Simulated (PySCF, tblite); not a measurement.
# C6H14BOP: geometry, infrared bands and NMR shifts

What infrared bands and NMR shifts should C6H14BOP (`[BH3-][P@H+](/C=C\C)CC(C)=O`) show?

The runs use tblite 0.8.0 and PySCF 2.14.0, with density-fitted response routines of our own; the level of theory stands in each step. All values are computed, except where a source is named. Atoms count from 0, in the outputs and in this text.

## (1) The molecule as given

23 atoms, charge 0, multiplicity 1; geometry from: force field or distance geometry start.

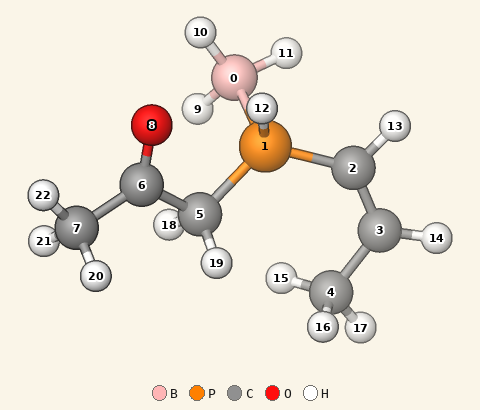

The starting geometry (boron pink, phosphorus orange, carbon grey, oxygen red, hydrogen white), atoms numbered.

## (2) Geometry optimisation with GFN2-xTB

The job: settings as JSON, then the geometry in Å.

```
{"job": {"kind": "relax", "xc": "GFN2-xTB", "basis": "xTB"}, "charge": 0, "multiplicity": 1}
B     -0.090500     2.452900     0.330100
P     -0.268900     0.802200    -0.618600
C     -1.927100     0.538600    -1.004000
C     -2.729400    -0.414600    -0.543200
C     -2.219900    -1.421200     0.438000
C      0.639900    -0.433200     0.266400
C      2.087800    -0.241300    -0.155700
C      3.160900    -1.115000     0.400600
O      2.294000     0.649900    -0.948100
H      0.093900     2.171200     1.468000
H      0.858700     3.037800    -0.114100
H     -1.091900     3.067900     0.161400
H      0.427500     1.030100    -1.824800
H     -2.424100     1.227600    -1.724700
H     -3.768300    -0.481000    -0.850900
H     -1.580200    -0.989000     1.233700
H     -1.812500    -2.338000    -0.034600
H     -3.127000    -1.780700     0.980200
H      0.709900    -0.281200     1.392900
H      0.425100    -1.461600    -0.016500
H      2.923900    -2.148300     0.058500
H      3.291400    -1.046000     1.482900
H      4.122000    -0.800200    -0.094500
```

The run is started by

```
> OMP_NUM_THREADS=1 python probes_run.py task.json out
```

One launch serves the whole session: the jobs run in the order shown.

**Question.** This job is followed by: GFN2-xTB harmonic vibrations, gas phase; GIAO PBE0/pcSseg-1 NMR shielding, non-relativistic, gas phase. Predict these results of the whole session: strongest single infrared mode (GFN2-xTB); zero-point energy (GFN2-xTB); 13C shifts against TMS (PBE0/pcSseg-1); 1H shifts against TMS (PBE0/pcSseg-1, means over atoms taken as alike); 11B shifts against BF3·OEt2 (PBE0/pcSseg-1); 31P shifts against H3PO4 (PBE0/pcSseg-1); 17O shifts against H2O (PBE0/pcSseg-1).

The runs gave:

```
                                                              quantity                                               value
                             strongest single infrared mode (GFN2-xTB)                               1759 cm⁻¹, 341 km/mol
                                          zero-point energy (GFN2-xTB)                                      114.4 kcal/mol
                                13C shifts against TMS (PBE0/pcSseg-1)           208.4, 158.5, 126.6, 44.3, 36.1, 22.6 ppm
1H shifts against TMS (PBE0/pcSseg-1, means over atoms taken as alike)  6.94, 6.25, 4.95, 3.15, 2.67, 2.43, 2.16, 1.02 ppm
                           11B shifts against BF3·OEt2 (PBE0/pcSseg-1)                                           -49.3 ppm
                              31P shifts against H3PO4 (PBE0/pcSseg-1)                                           -34.2 ppm
                                17O shifts against H2O (PBE0/pcSseg-1)                                           680.5 ppm
```

**Reading.** Relaxing lowered the energy by 1.260 eV in 218 steps; the close pair that moved most is P1–C2, from 1.723 to 1.815 Å. All 63 modes are real, so the xTB geometry is a minimum. The strongest single mode, at 1759 cm⁻¹, moves mainly C6 and O8. GFN2-xTB is a fitted tight-binding method: band positions and strengths are rough. Its intensities can rank the bands wrongly. The most deshielded carbon is C6 (ketone carbonyl carbon), at 208.4 ppm: the double bond to the heteroatom, with no lone-pair donor beside it, deshields it most. At PBE0/pcSseg-1: The largest span, 1265 ppm, is at O8, where the paramagnetic term is -743 ppm.
